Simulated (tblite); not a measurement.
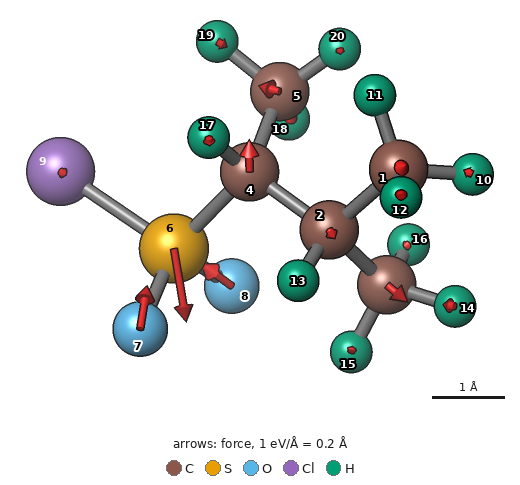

Starting geometry of C₅H₁₁ClO₂S with the computed forces as red arrows. Style: ball-and-stick. Shown at a tilt.

All numbers below come from GFN2-xTB geometry optimisation, gas phase (tblite 0.8.0). 

Q: Is this structure relaxed? If not, where do the atoms go?

A: It isn't relaxed: the largest force vector, on the S atom, is 5.36 eV/Å. The final displacements have little in common with the starting forces (cosine between the two patterns 0.16). The atom that moves furthest after the best rigid fit is an H atom (1.09 Å). Largest moves by element: H 1.09 Å, Cl 0.56 Å, O 0.43 Å, C 0.30 Å, S 0.10 Å. Near-neighbour distances that change, for instance: O–S 1.511 → 1.428 Å, C–S 1.770 → 1.822 Å, C–H 1.134 → 1.087 Å, C–C 1.493 → 1.526 Å. Among the angles between lasting bonds that change: C–S–Cl 110.0° → 100.8°, O–S–O 110.8° → 118.3°, S–C–H 110.0° → 103.3°. Groups turn about C–C by about 55°, C–C by about 25°. The energy falls by 1.047 eV in 144 geometry steps. Cost: 1.1 s on 1 thread of Arm Neoverse V2 (shared host).
